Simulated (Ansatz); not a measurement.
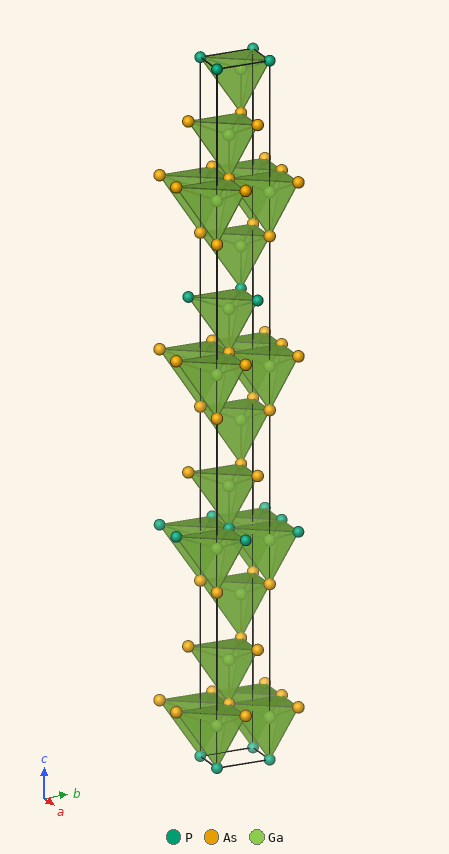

Structure drawing (polyhedral), viewed slightly off an axis. The edges of the conventional unit cell are marked. Some neighbours outside the box are added.

Ga₄As₃P, space group R3m (No. 160), a = 3.970 Å, b = 3.970 Å, c = 38.866 Å, α = 90.00°, β = 90.00°, γ = 120.00°. The model was built from a structure type filled with these elements by a generator (whether the compound takes this form wasn't checked). Earlier steps of the study, as a rule a relaxation of our own, may have changed the cell and positions, so they can lie some per cent off the listed ones. It went into a calculation with Ansatz.

This one geometry was computed with Ansatz (DFT, plane waves, PAW) at four levels of theory: PBE0, HSE06, r2SCAN and PBE. It was relaxed beforehand with r2SCAN.

Which level gives the highest pressure at this volume, and what does that say about its equilibrium volume?

Answer. Highest: PBE (2.7 GPa), which points to the largest equilibrium volume. Lowest, with the smallest volume: r2SCAN (0.0 GPa). Levels within 0.5 GPa of each other can't be told apart.

How does the band gap change with the level of theory?

Answer. PBE: a gap of 0.72 eV, direct; r2SCAN: a gap of 1.20 eV, direct; HSE06: a gap of 1.63 eV, direct; PBE0: a gap of 2.26 eV, direct.

Collect the results in a table.

Answer.
| level | cutoff (eV) | k-mesh of the run's cell | gap (eV) | pressure (GPa) |
| --- | --- | --- | --- | --- |
| PBE0 | 420 | 4×4×4 | 2.26 | 0.6 |
| HSE06 | 420 | 4×4×4 | 1.63 | 0.8 |
| r2SCAN | 500 | 8×8×8 | 1.20 | 0.0 |
| PBE | 420 | 8×8×8 | 0.72 | 2.7 |

Gaps are taken on the k-mesh or band path of each run.
